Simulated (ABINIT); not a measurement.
# Quasiparticle gap of GaP (F-43m) in ABINIT

Aim: the G0W0 gap of GaP (F-43m) on PBE, step by step.

Main program and level: ABINIT 10.8.3; PBE and many-body steps on it, plane waves.

**What was measured.**

- Gap 2.25 ± 0.04 eV: optical gap from Tauc plot (fundamental, indirect); spectroscopic ellipsometry, Tauc-Lorentz fit and Tauc plot; 300 K; film (GaP layer on Si reference sample) on Si (“Assessment of GaPSb/Si tandem material association properties for photoelectrochemical cells”, 2020, arxiv:2002.02774).

Report form: the programs' logs are mostly left out.

### Step 1. The starting structure

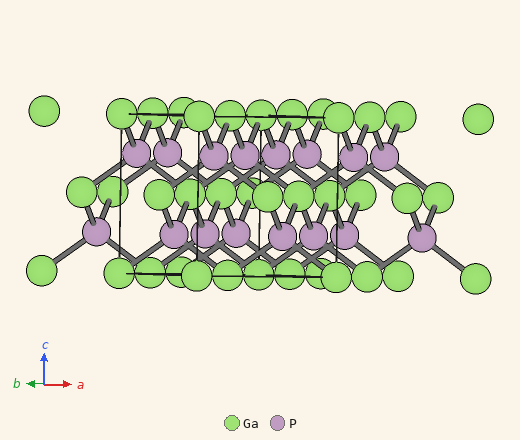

The cell as given, slightly off an axis (gallium green, phosphorus pink). 2×2×1 cells are drawn. This picture shows the conventional cell, with its axes. Bonds to atoms that aren't drawn are left out. Some periodic images of atoms are drawn too.

The cell and positions come from the Crystallography Open Database and are kept as given unless a step says otherwise.

### Step 2. Ground state

This step: ABINIT 10.8.3; DFT, PBE, plane waves, norm-conserving pseudopotentials.

The ground-state density comes first.

The input, run.abi:

```
acell 3*1.0 Angstrom
rprim 
  0.000000000000 2.725250000000 2.725250000000
  2.725250000000 0.000000000000 2.725250000000
  2.725250000000 2.725250000000 0.000000000000
ntypat 2
znucl 31 15
natom 2
typat 1 2
xred 
  0.000000000000 0.000000000000 0.000000000000
  0.250000000000 0.250000000000 0.250000000000
pp_dirpath "pseudos"
pseudos "Ga.upf, P.upf"
ecut 45
ngkpt 6 6 6
nshiftk 1
shiftk 0 0 0
kptopt 1
chksymbreak 0
nband 18
occopt 1
tolvrs 1e-10
nstep 60
prtwf 0
optforces 0
optstress 0
indata_prefix "in"
outdata_prefix "out"
tmpdata_prefix "tmp"
```

The run is started by

```
> OMP_NUM_THREADS=1 mpirun -n 4 abinit run.abi > log
```

It took 13 s on 4 MPI ranks of Arm Neoverse V2, shared host; peak memory 0.33 GiB.

Numbers from this step:

| Quantity | Value |
| --- | --- |
| total energy | -6946.1481 eV |
| gap | 1.653 eV |
| k of the valence top | 0, 0, 0 |
| k of the conduction bottom | 0.5, 0.5, 0 |
| least direct gap | 1.809 eV |

The gap is indirect, with the least direct gap 0.16 eV higher.

### Step 3. Bands along the symmetry lines

The cheap functional maps the bands first; the places of the edges decide which points the dearer methods must see.

The input, run.abi:

```
acell 3*1.0 Angstrom
rprim 
  0.000000000000 2.725250000000 2.725250000000
  2.725250000000 0.000000000000 2.725250000000
  2.725250000000 2.725250000000 0.000000000000
ntypat 2
znucl 31 15
natom 2
typat 1 2
xred 
  0.000000000000 0.000000000000 0.000000000000
  0.250000000000 0.250000000000 0.250000000000
pp_dirpath "pseudos"
pseudos "Ga.upf, P.upf"
ecut 45
iscf -2
irdden 1
kptopt 0
nkpt 50
kpt 
  0.00000000 0.00000000 0.00000000
  -0.06250000 -0.06250000 0.00000000
  -0.12500000 -0.12500000 0.00000000
  -0.18750000 -0.18750000 0.00000000
  -0.25000000 -0.25000000 0.00000000
  -0.31250000 -0.31250000 0.00000000
  -0.37500000 -0.37500000 0.00000000
  -0.43750000 -0.43750000 0.00000000
  -0.50000000 -0.50000000 0.00000000
  -0.48437500 -0.48437500 0.03125000
  -0.46875000 -0.46875000 0.06250000
  -0.45312500 -0.45312500 0.09375000
  -0.43750000 -0.43750000 0.12500000
  -0.42187500 -0.42187500 0.15625000
  -0.40625000 -0.40625000 0.18750000
  -0.39062500 -0.39062500 0.21875000
  -0.37500000 -0.37500000 0.25000000
  -0.37500000 0.00000000 0.37500000
  -0.32812500 0.00000000 0.32812500
  -0.28125000 0.00000000 0.28125000
  -0.23437500 0.00000000 0.23437500
  -0.18750000 0.00000000 0.18750000
  -0.14062500 0.00000000 0.14062500
  -0.09375000 0.00000000 0.09375000
  -0.04687500 0.00000000 0.04687500
  0.00000000 0.00000000 0.00000000
  0.00000000 0.00000000 0.06250000
  0.00000000 0.00000000 0.12500000
  0.00000000 0.00000000 0.18750000
  0.00000000 0.00000000 0.25000000
  0.00000000 0.00000000 0.31250000
  0.00000000 0.00000000 0.37500000
  0.00000000 0.00000000 0.43750000
  -0.00000000 -0.00000000 0.50000000
  -0.06250000 -0.03125000 0.46875000
  -0.12500000 -0.06250000 0.43750000
  -0.18750000 -0.09375000 0.40625000
  -0.25000000 -0.12500000 0.37500000
  -0.31250000 -0.15625000 0.34375000
  -0.37500000 -0.18750000 0.31250000
  -0.43750000 -0.21875000 0.28125000
  -0.50000000 -0.25000000 0.25000000
  -0.50000000 -0.28125000 0.21875000
  -0.50000000 -0.31250000 0.18750000
  -0.50000000 -0.34375000 0.15625000
  -0.50000000 -0.37500000 0.12500000
  -0.50000000 -0.40625000 0.09375000
  -0.50000000 -0.43750000 0.06250000
  -0.50000000 -0.46875000 0.03125000
  -0.50000000 -0.50000000 0.00000000
istwfk *1
nband 20
nbdbuf 2
tolwfr 1e-08
nstep 40
prtwf 0
prtvol 0
indata_prefix "in"
outdata_prefix "out"
tmpdata_prefix "tmp"
```

Run time: 18 s. Hardware: 4 MPI ranks; peak memory 0.32 GiB; 70 s of CPU time.

Numbers from this step:

```yaml
gap: 1.592 eV
k_of_the_valence_top: 0, 0, 0
k_of_the_conduction_bottom: -0.4375, -0.4375, 0
least_direct_gap: 1.809 eV
```

The gap is 1.592 eV, −0.061 eV from the run before at this level.

The electronic bands at the labelled points (eV, zero at the top of the highest filled band):

| point | band 10 | band 11 | band 12 | band 13 | band 14 | band 15 | band 16 | band 17 |
| --- | --- | --- | --- | --- | --- | --- | --- | --- |
| Γ | -12.50 | 0.00 | 0.00 | 0.00 | 1.81 | 3.88 | 3.88 | 3.88 |
| X | -9.53 | -6.76 | -2.68 | -2.68 | 1.65 | 1.82 | 10.57 | 10.57 |
| U | -9.57 | -6.55 | -3.94 | -2.26 | 2.19 | 4.80 | 8.23 | 8.25 |
| jump to K | -9.57 | -6.55 | -3.94 | -2.26 | 2.19 | 4.80 | 8.23 | 8.25 |
| Γ | -12.50 | 0.00 | 0.00 | 0.00 | 1.81 | 3.88 | 3.88 | 3.88 |
| L | -10.43 | -6.64 | -1.12 | -1.12 | 1.66 | 4.72 | 4.72 | 8.28 |
| W | -9.44 | -6.56 | -3.58 | -3.42 | 4.70 | 4.86 | 6.10 | 6.15 |
| X | -9.53 | -6.76 | -2.68 | -2.68 | 1.65 | 1.82 | 10.57 | 10.57 |

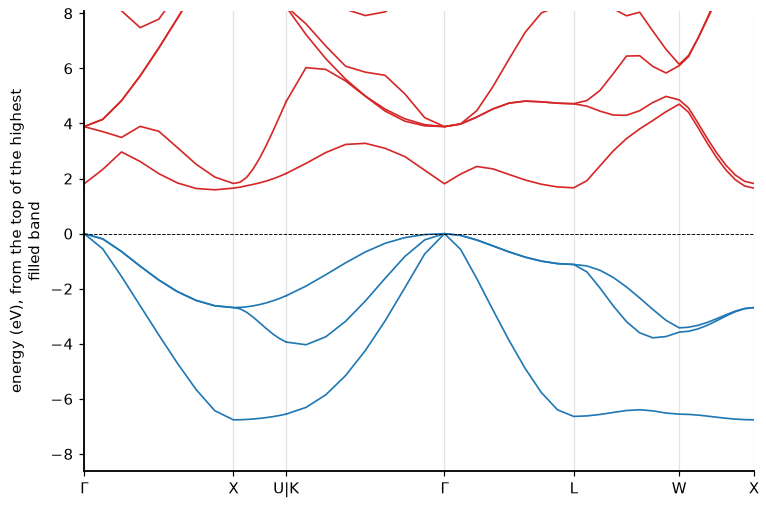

Electronic bands along the path; lines of filled and empty bands in two colours.

### Step 4. Empty states on the mesh, 4×4×4 mesh, 112 bands

The sums over transitions need many empty states on a uniform mesh; this step solves for them.

The input, run.abi:

```
acell 3*1.0 Angstrom
rprim 
  0.000000000000 2.725250000000 2.725250000000
  2.725250000000 0.000000000000 2.725250000000
  2.725250000000 2.725250000000 0.000000000000
ntypat 2
znucl 31 15
natom 2
typat 1 2
xred 
  0.000000000000 0.000000000000 0.000000000000
  0.250000000000 0.250000000000 0.250000000000
pp_dirpath "pseudos"
pseudos "Ga.upf, P.upf"
ecut 45
ngkpt 4 4 4
nshiftk 1
shiftk 0 0 0
kptopt 1
chksymbreak 0
irdden 1
istwfk *1
nband 112
prtvol 0
optdriver 6
gwr_task "HDIAGO"
paral_kgb 0
occopt 1
indata_prefix "in"
outdata_prefix "out"
tmpdata_prefix "tmp"
```

Elapsed: 74 s, on 4 MPI ranks; peak memory 3.6 GiB; 4.9 min of CPU time.

Numbers from this step:

```yaml
gap: 1.652 eV
k_of_the_valence_top: 0, 0, 0
k_of_the_conduction_bottom: 0.5, 0.5, 0
least_direct_gap: 1.809 eV
k_points_computed: 8
lowest_point_of_the_top_converged_band_above_the_valence_top: 88.6883 eV
```

On this mesh the gap is 1.652 eV.

### Step 5. Screening, 4×4×4 mesh, 104 bands, screening to 163.3 eV

The RPA dielectric matrix is built and inverted for each q.

This step: RPA screening on PBE, plane waves, norm-conserving pseudopotentials.

run.abi: that of step 4 with these lines changed.

```diff
@@ -20,10 +20,11 @@
 chksymbreak 0
-irdden 1
 istwfk *1
-nband 112
-prtvol 0
-optdriver 6
-gwr_task "HDIAGO"
-paral_kgb 0
 occopt 1
+irdwfk 1
+optdriver 3
+nband 104
+ecuteps 6
+inclvkb 2
+awtr 1
+symchi 1
 indata_prefix "in"
```

The job ended after 24 s (4 MPI ranks; peak memory 0.88 GiB; 94 s of CPU time).

This step gave:

```
ε∞ with local fields, on this mesh, along the program's q direction : 18.13
the same without local fields                                       : 19.72
plasma frequency                                                    : 29.76 eV
plane waves in the screening matrix                                 : 181
```

Local fields lower ε∞ by 8 %. On a Γ-centred mesh this coarse the value itself is usually too large, while a short band sum pulls it down.

### Step 6. Self-energy, 4×4×4 mesh, 104 bands, screening to 163.3 eV

The self-energy is evaluated for the states that the input lists, and the levels follow from it, in one-shot runs by the linearised quasiparticle equation.

This step: G0W0 on PBE, plane waves, norm-conserving pseudopotentials.

run.abi: that of step 5 with these lines changed.

```diff
@@ -23,8 +23,17 @@
 irdwfk 1
-optdriver 3
+optdriver 4
 nband 104
+gwcalctyp 0
+ecutsigx 45
+symsigma 1
+nkptgw 2
+kptgw 
+  0.0000000000 0.0000000000 0.0000000000
+  0.5000000000 0.5000000000 0.0000000000
+bdgw 
+  11 17
+  12 15
 ecuteps 6
-inclvkb 2
-awtr 1
-symchi 1
+irdscr 1
+ppmodel 1
 indata_prefix "in"
```

Wall time 6.9 s (4 MPI ranks); peak memory 0.8 GiB.

This step gave:

- G0W0 gap on the points computed: 2.217 eV
- starting gap on the mesh: 1.652 eV
- k of the valence top: 0, 0, 0
- k of the conduction bottom: 0.5, 0.5, 0
- Z at the valence top: 0.784
- Z at the conduction bottom: 0.808
- least direct G0W0 gap on the computed points: 2.671 eV

The gap on the mesh goes from 1.65 eV to 2.22 eV, a correction of +0.56 eV.

Limits: finite bands, cutoff and mesh; no spin-orbit coupling; coarse k mesh. v1 is the top filled band, c1 the lowest empty one. The levels before and after the correction (eV, zero at the valence-band top of each column):

|  | conduction bottom | valence top |
| --- | --- | --- |
| Kohn-Sham | 1.65 | 0.00 |
| G0W0 | 2.22 | 0.00 |

|  | level | energy (eV) |
| --- | --- | --- |
| Kohn-Sham | Γ v3-v1 | 0.000 |
| Kohn-Sham | Γ c1 | 1.809 |
| Kohn-Sham | Γ c2-c4 | 3.885 |
| Kohn-Sham | (0.5 0.5 0) v2-v1 | -2.685 |
| Kohn-Sham | (0.5 0.5 0) c1 | 1.652 |
| Kohn-Sham | (0.5 0.5 0) c2 | 1.820 |
| G0W0 | Γ v3-v1 | 0.000 |
| G0W0 | Γ c1 | 2.671 |
| G0W0 | Γ c2-c4 | 4.769 |
| G0W0 | (0.5 0.5 0) v2-v1 | -2.801 |
| G0W0 | (0.5 0.5 0) c1 | 2.217 |
| G0W0 | (0.5 0.5 0) c2 | 2.523 |

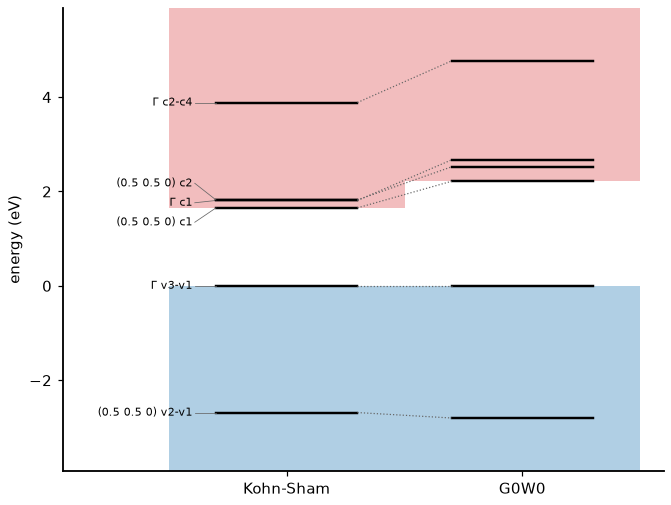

Levels before and after the correction. Shaded: valence and conduction bands.

### Step 7. Where the time went

Times are wall times on 4 MPI ranks of Arm Neoverse V2, shared host, good to a factor of about two.

| step | time | share | memory (GiB) |
| --- | --- | --- | --- |
| ground state | 13 s | 10 % | 0.33 |
| bands along the symmetry lines | 18 s | 13 % | 0.32 |
| empty states on the mesh | 74 s | 55 % | 3.6 |
| screening | 24 s | 18 % | 0.88 |
| self-energy | 6.9 s | 5 % | 0.8 |

### Step 8. Outcome

| Property | Result |
| --- | --- |
| PBE gap | 1.59 eV, indirect |
| G0W0 gap on the mesh | 2.22 eV |
| G0W0 gap over the zone (rigid shift) | 2.16 eV |
| GW settings | 4×4×4 mesh, 104 bands, screening to 163.3 eV, Godby-Needs plasmon pole |
| known limits | not at the basis limit; no spin-orbit coupling; coarse k mesh |

What this shows: G0W0 moves the gap on the mesh from 1.65 eV to 2.22 eV (+0.56 eV), with Z of 0.78 and 0.81 at the edges. The mesh misses the band edges by 0.06 eV in all; a rigid shift gives 2.16 eV for the zone. Local fields lower the RPA ε∞ on this mesh from 19.72 to 18.13; a Γ-centred mesh this coarse tends to raise both, most where the direct gap is narrow, while a short band sum lowers them. Only 2 of the mesh's irreducible points were corrected, so a valley elsewhere could overtake. The dearest step here is «empty states on the mesh». Against experiment, by G0W0@PBE: the gap of 2.16 eV lies −0.09 eV from the measured 2.25 ± 0.04 eV (indirect, 300 K, on Si, 2020). The calculation has static nuclei and no excitons; a measured gap holds zero-point and thermal motion, which mostly lowers it. Bands and cutoff are finite, so the gap is not at the basis limit. The miss can reach some tenths of an eV and take either sign; the mesh is an error of its own. In the G0W0 run levels were corrected at 2 k points alone, so a gap called «on the mesh» is the least over those, and an edge elsewhere would be missed. A denser mesh or path gives a starting gap of 1.59 eV: the GW mesh misses a band edge, so its gaps are not the fundamental one. The 4×4×4 mesh is coarse for this cell, which bears on the long-range parts of exchange and screening. The many-body steps are scalar-relativistic: spin-orbit coupling is not in them.

[Paths, hosts, dates, memory and timing lines, banners, echoed tables and standing remarks are left out of the program output.]

[Logs are printed without paths, hosts, clocks, repeated set-up lines and the standing remarks that a program may print on its own settings, such as how far it seeks lower states.]

[Runs of the session that timed out or met a known fault of the program may be left out.]

[No measured gap is set beside runs whose start may be inverted or whose files or cutoffs have a known fault.]

[Hosts, paths, dates, database ids (printed as entryN), source tags and the programs' standing remarks are cut or masked in the printed files.]

[G0W0 gaps are taken among the corrected bands and points alone; a level outside them can change the order at an edge.]

[Where Ansatz stands beside ABINIT at settings called matched, ABINIT's density can come from a denser mesh and the files from another edition; pairs whose starting gaps differed by over 0.03 eV were left out, so agreement reads better than it is.]
